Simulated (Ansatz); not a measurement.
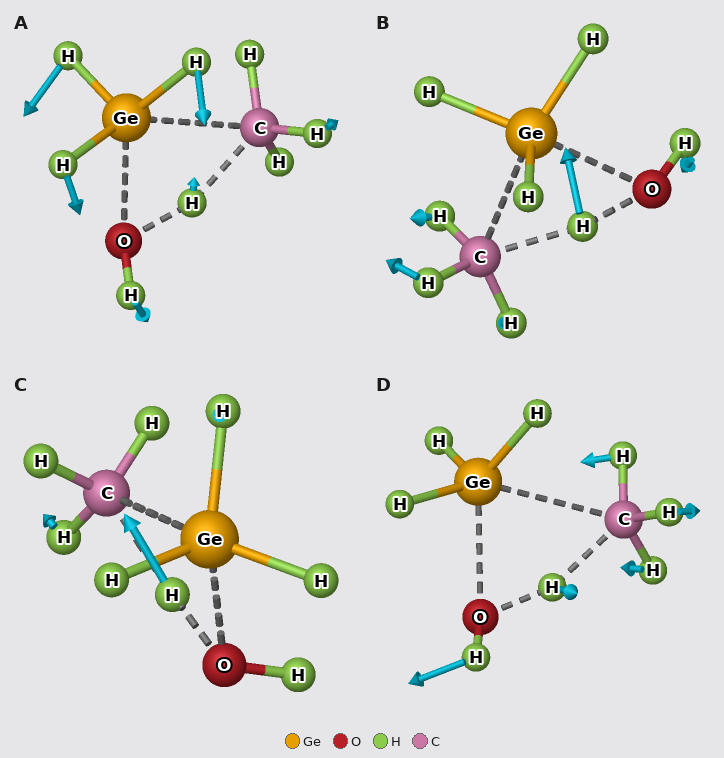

4 normal modes of one molecule or complex, as arrows. Broken sticks mark bonds that form or break. Harmonic vibrations computed with RKS PBE0-D4/def2-TZVP (Ansatz 0.2.0) at a stationary point of the same level. It is a saddle point of order 1.

> Match the panels to the wavenumbers 1303i cm⁻¹, 414 cm⁻¹, 834 cm⁻¹, 1311 cm⁻¹.

A: 834 cm⁻¹
B: 1311 cm⁻¹
C: 1303i cm⁻¹
D: 414 cm⁻¹
